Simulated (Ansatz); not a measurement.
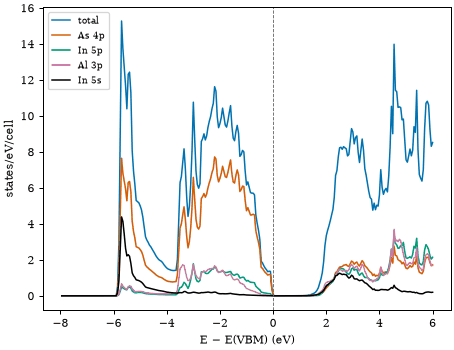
Figure: Total and projected density of states of AlInAs₂ in space group P-4m2 (No. 115; Pearson symbol tP12), the program Ansatz at the r²SCAN level (PAW)

Problem. Which orbitals carry the states next to the gap?

Solution. Top 1 eV of the valence band: As 4p 80 %, In 5p 12 %. Bottom 1 eV of the conduction band: Al 3p 23 %, As 4s 19 %, In 5s 17 %, In 5p 14 %, As 4p 13 %, Al 3s 7 %, outside the projected shells 6 %. Projections are on Löwdin-orthogonalised atomic valence shells; empty p or d shells of many metals are not among them.

Problem. Where is the tallest occupied peak in this window, and what makes it?

Solution. Near -5.7 eV, about 15 states/eV per cell; the largest projected share is As 4p.

The start of the workflow was typed in or built on a structure type; neither database checked (COD, Materials Project) lists it. Whether it is the stable phase at ambient conditions was not checked. Symmetry was held in the r²SCAN relaxation; whether a distortion lowers the energy is not shown. Spin–orbit coupling is left out wherever it is not named.

Potentials: the earlier of the program's two PAW sets. The files were generated under PBE; for other functionals the program regenerates the frozen cores, and for LDA and PBEsol the local potential too.
